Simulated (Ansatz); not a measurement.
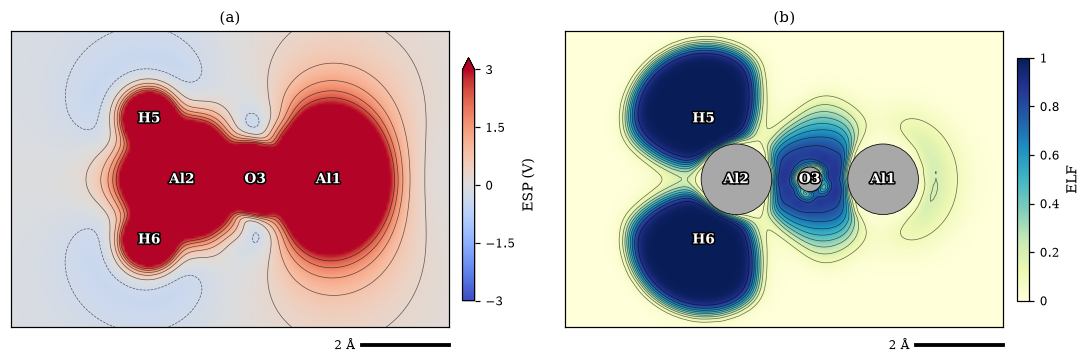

Figure 1: Al₂H₄O (SMILES [AlH2][O][AlH2]). (a) electrostatic potential; (b) electron localisation function on the plane of atoms O3, Al2 and H5. Grey discs cover the atomic cores in the ELF map.

Geometry: r2SCAN-D4/def2-TZVP.

Computed with isolated molecule in a Gaussian basis; Kohn-Sham density functional theory, functional PBE0 (Ansatz 0.2.0).

Input

```
crystal:
  periodic: [false, false, false]
  atoms:
    - {symbol: Al, position_ang: [-0.453185, -0.303092, -1.819579]}
    - {symbol: Al, position_ang: [0.975923, -0.569181, 1.218370]}
    - {symbol: O, position_ang: [0.261404, -0.436408, -0.300648]}
    - {symbol: H, position_ang: [-0.436145, -1.565951, -2.770521]}
    - {symbol: H, position_ang: [0.080079, -1.047499, 2.430009]}
    - {symbol: H, position_ang: [2.508699, -0.209055, 1.360875]}
    - {symbol: H, position_ang: [-1.107113, 1.078655, -2.222765]}
basis:
  gaussian:
    orbitals: def2-TZVPD
hamiltonian:
  xc: pbe0
output: {forces: true, orbitals: {seedname: orbitals}}
```

Command:

```sh
ansatz run input.yaml --threads 2 --pin off --max-ram 4350MiB --events-out events.jsonl --progress --plain --runs-dir runs
```

What does the map show?

- The plane passes through Al, O and H nuclei.
- Al–O (1.68 Å): the ELF peaks at about 0.85 in the valence shell of O, 0.6 Å from its nucleus, and is about 0.40 at the midpoint.
- Al–H (1.58 Å): the ELF climbs to about 1 towards the hydrogen.
- The ELF also peaks beside O3, away from the bonds: lone-pair regions.
- Outside the dense part of the molecule the potential is most negative (−0.4 V) near H5 and H6.
